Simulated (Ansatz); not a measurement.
## Carrier doping in hypothetical P6_3/mmc HgI2

The parent structure is HgI2 (space group P6_3/mmc, No. 194; a hypothetical phase, not in the database extracts checked).

```
CELL_PARAMETERS angstrom
      4.16611     0.00000     0.00000
     -2.08305     3.60795     0.00000
      0.00000     0.00000    14.18333
ATOMIC_POSITIONS crystal
  Hg 0.33333 0.66667 0.25000
  Hg 0.66667 0.33333 0.75000
  I  0.33333 0.66667 0.61514
  I  0.66667 0.33333 0.11514
  I  0.66667 0.33333 0.38486
  I  0.33333 0.66667 0.88486
```

Carriers are added at fixed cell with a uniform background; the Fermi–Dirac width is that of 300 K.

All numbers come from PBE-D3(BJ) (Ansatz, a quantum-chemistry and plane-wave program; PAW; 420 eV plane waves; no spin-orbit coupling).

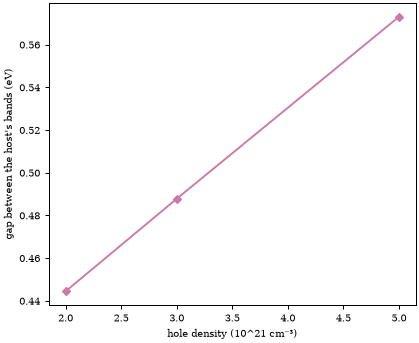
Fig. 1. Gap between the host's bands against hole density

| hole density (10^21 cm⁻³) | gap between the host's bands |
|---|---|
| 2 | 0.44 eV |
| 3 | 0.49 eV |
| 5 | 0.57 eV |

Charged cell with a jellium background: band edges are those of the host's band count, energies are not comparable with the neutral cell, and many-body gap narrowing is missing. Spin-orbit coupling, missing from the scalar runs, can matter with Hg and I. Stability against distortions was not tested.
